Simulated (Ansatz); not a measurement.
**BF2H3SSi: ladder of methods at one geometry from a Python script**

How do the methods compare on BF2H3SSi, in result and in cost? The task is a ladder of methods at one geometry, for BF2H3SSi. SMILES: FB(F)[SiH2]S.

Computed with Ansatz 0.2.0 through its Python package. The levels of theory stand in the script.

### 1 The structure

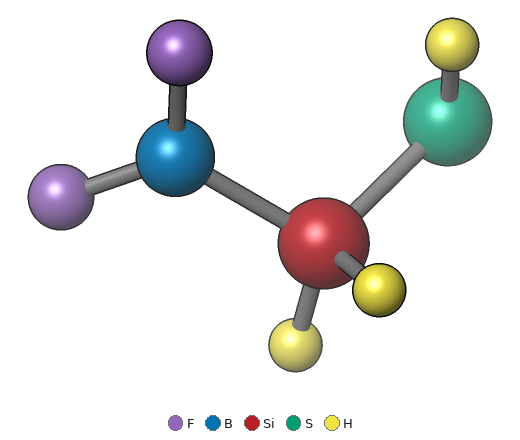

The starting structure, viewed from a chosen angle; fluorine purple, boron blue, silicon red, sulfur teal, hydrogen yellow.

Input file bf2h3ssi.xyz:

```xyz
8

F     2.50800   -0.25630    0.25530
B     1.25390    0.39950   -0.03220
F     1.19760    1.83900   -0.13250
Si   -0.35770   -0.65250   -0.27340
S    -1.81130   -0.08030    1.19860
H    -0.90150   -0.41290   -1.61830
H    -0.03870   -2.07950   -0.11900
H    -1.85040    1.24310    0.72140
```

### 2 The script

methods_bf2h3ssi.py

```python
from dataclasses import dataclass
from pathlib import Path

import ansatz
import numpy as np


@dataclass
class Settings:
    basis: str = "def2-SVP"


settings = Settings()

bf2h3ssi = ansatz.Crystal.molecule_from_extxyz("bf2h3ssi.xyz")

base = bf2h3ssi.calculation().basis(gaussian=settings.basis)

print("functional    E (Ha)        dipole (D)   HOMO (eV)  LUMO (eV)")
for name in ["lc_wpbe", "r2scan0", "pbe0", "hse06", "r2scan"]:
    rep = base.functional(name).forces().orbitals().run(threads=1, runs_dir="runs").report
    lines = Path(rep["orbitals_path"]).read_text().splitlines()
    field_of = lambda key: [line.split("=")[1].strip() for line in lines if line.startswith(key)]
    orbitals = [(27.211386 * float(e), s, float(n)) for e, s, n in zip(field_of("Ene="), field_of("Spin="), field_of("Occup="))]
    homo = max(e for e, _, n in orbitals if n > 0.5)
    lumo = min(e for e, _, n in orbitals if n < 0.5)
    dipole = 4.803205 * np.linalg.norm(rep["charge_distribution"]["dipole_moment_e_ang"])
    print(f"{name:10s} {rep['free_energy_ev'] / 27.211386246:14.6f} {dipole:9.3f} {homo:11.3f} {lumo:10.3f}")
```

### 3 Launch

Command:

```bash
python methods_bf2h3ssi.py
```

Standard output:

```text
functional    E (Ha)        dipole (D)   HOMO (eV)  LUMO (eV)
lc_wpbe       -913.405275     1.194     -10.327      0.364
r2scan0       -913.551700     1.260      -7.843     -1.887
pbe0          -913.255992     1.200      -7.616     -2.005
hse06         -913.232638     1.200      -7.215     -2.388
r2scan        -913.590388     1.156      -6.676     -2.671
```

It took 19 s on 1 thread of Arm Neoverse V2, shared host; peak memory 0.27 GiB.

### 4 The runs side by side

One row for each of the 5 runs:

```tsv
run	functional	energy (eV)	SCF cycles	CPU time (s)
1	lc_wpbe	-24855.0237	17	2.6
2	r2scan0	-24859.0082	16	5
3	pbe0	-24850.9615	16	2.8
4	hse06	-24850.3260	17	3.1
5	r2scan	-24860.0609	18	4.9
```

Totals under unlike functionals or potentials can't be compared directly.

The fields below are those of run 1.

### 5 Pictures from the orbitals

The fields below are evaluated on a grid from the run's orbitals.

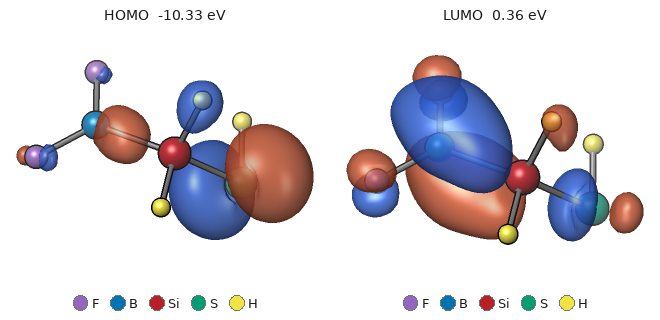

LC-ωPBE/def2-SVP orbitals near the gap, drawn at the value that encloses 70 % of each; the two colours are the two signs.

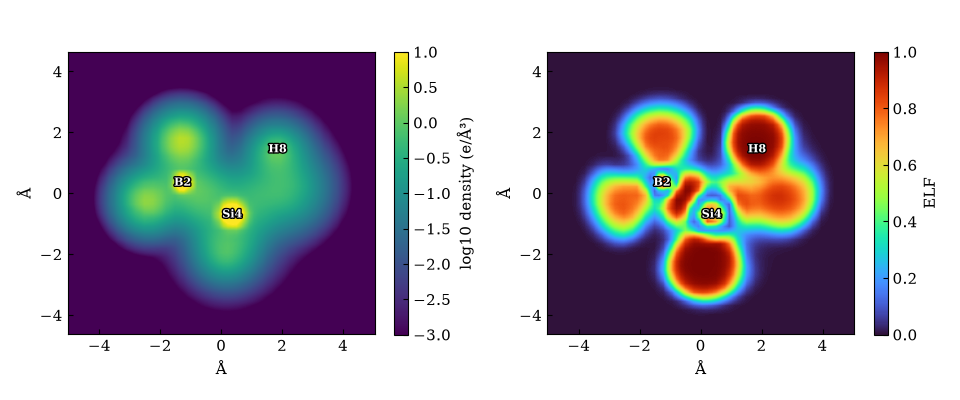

Density (left) and ELF (right) in a plane through or near 3 of the atoms.

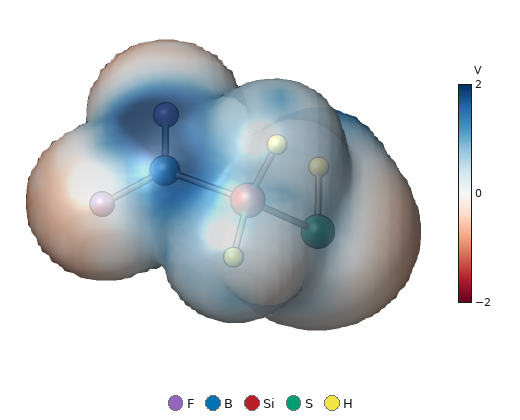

Electrostatic potential on the surface of density 0.002 e/bohr³; red is low, blue high. It runs from -0.70 V near F1 to 2.00 V near B2.

### 6 What came out

```
                                          quantity     value
                                     runs compared         5
HOMO-LUMO gap of the mean field (LC-ωPBE/def2-SVP)  10.69 eV
```

What this shows: All 5 runs converged (16 to 18 cycles). Reading the output:
- The geometry is a force-field or estimated start, not a minimum of this method, and the basis set is short of its limit. A lower total doesn't mark the better method: functionals have no common bound, and MP2 and coupled cluster aren't variational.
- Levels such as HOMO and LUMO are orbital energies: with these approximate functionals they aren't the ionisation energy and electron affinity, and their gap isn't the fundamental gap.
- hse06 follows the composition of plane-wave codes, whose totals differ by tens of mHa, up to about 0.1 Ha, from the form usual in Gaussian-basis programs (wpbeh).
